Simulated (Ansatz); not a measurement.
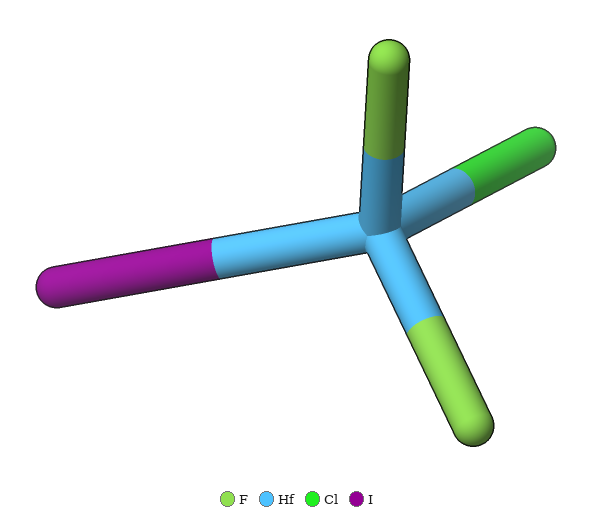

The species is neutral and a spin singlet.

Describe the molecule.

It has 5 atoms: 1 hafnium, 1 iodine, 1 chlorine and 2 fluorine (HfIClF2). SMILES: `[F][Hf]([F])([Cl])[I]`. This geometry has Cs symmetry. Coordination: 1 Hf tetrahedral.

More results for the same structure follow; atom numbers are the same in all pictures, views and colours differ. The computed structure is the end point of a PBE0-D4/def2-TZVP optimisation.

## Charges

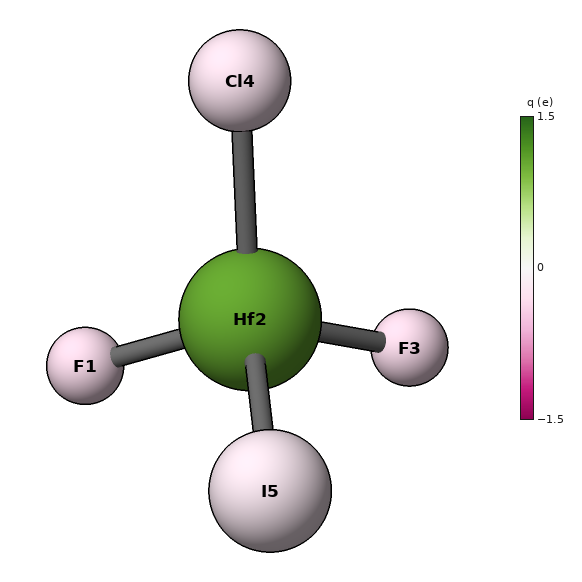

Atoms are coloured by their Mulliken charges. Level of theory: RKS r2SCAN-D4/def2-TZVPP, core potentials on Hf, I (Ansatz 0.2.0).

Which atom carries the highest charge (most positive or least negative)?

Answer. Hf2 (1.04 e).

And the lowest?

Answer. F1, F3 (−0.31 e).

List the Mulliken charges.

```csv
atom,value (e)
F1,−0.31
Hf2,1.04
F3,−0.31
Cl4,−0.24
I5,−0.18
```

## Levels of theory compared

Program: Ansatz 0.2.0.

At this fixed geometry, give dipole (D), HOMO energy (eV), HOMO–LUMO gap (eV) at these levels: B3LYP-D4/def2-TZVPP; PBE-D4/def2-TZVPP; r2SCAN-D4/def2-TZVPP; ωB97M-V/def2-TZVPP.

| level | dipole (D) | HOMO energy (eV) | HOMO–LUMO gap (eV) |
| --- | --- | --- | --- |
| B3LYP-D4/def2-TZVPP | 0.35 | −8.14 | 6.04 |
| PBE-D4/def2-TZVPP | 0.31 | −7.24 | 4.58 |
| r2SCAN-D4/def2-TZVPP | 0.27 | −7.57 | 5.06 |
| ωB97M-V/def2-TZVPP | 0.14 | −10.47 | 10.59 |

## Vibrations

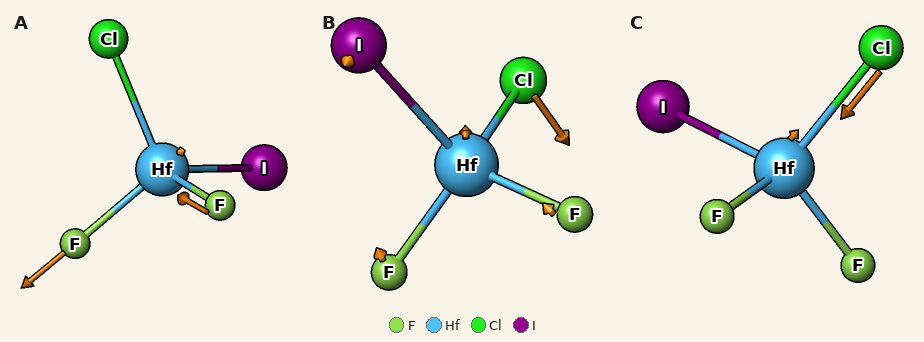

3 normal modes of one molecule or complex, as arrows. Harmonic vibrations computed with RKS PBE0-D4/def2-TZVP, core potentials on Hf, I (Ansatz 0.2.0) at a stationary point of the same level.

Match the panels to the wavenumbers 75 cm⁻¹, 391 cm⁻¹, 661 cm⁻¹.

Answer. A: 661 cm⁻¹, out-of-phase stretching of 2 Hf–F bonds
B: 75 cm⁻¹, Cl–Hf–I bending
C: 391 cm⁻¹, Hf–Cl stretching

Mulliken values depend strongly on the basis set and can even reverse the polarity of a bond.
